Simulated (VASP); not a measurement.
Energy against volume of Ni (fcc). Method: r2SCAN+rVV10, VASP's PBE PAW potentials (set 64) (plane waves; VASP 6.6.1).

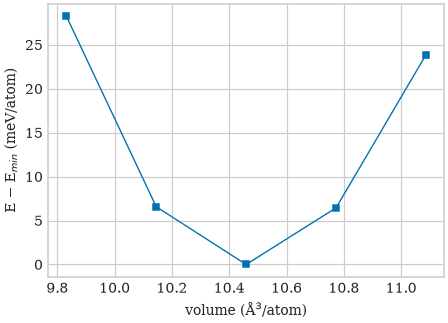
Fig. 1. Energy against volume

Problem. Estimate the equilibrium volume and the bulk modulus.

Solution. The minimum lies near 10.5 Å³/atom, and the curvature gives B0 of about 220 GPa.

Measured: bulk modulus 192 GPa at 0 K (computed value off by +14.5 %), as given by Daniel Mejia-Rodriguez et al., Physical Review B (2018), arXiv:1807.09216 [0 K value with the zero-point phonon effect removed]; a 3.508 Å at 0 K (computed value off by -1.1 %), as given by Daniel Mejia-Rodriguez et al., Physical Review B (2018), arXiv:1807.09216 [static lattice: zero-point anharmonic expansion removed].

The compound is Ni in the fcc structure. It was relaxed first.
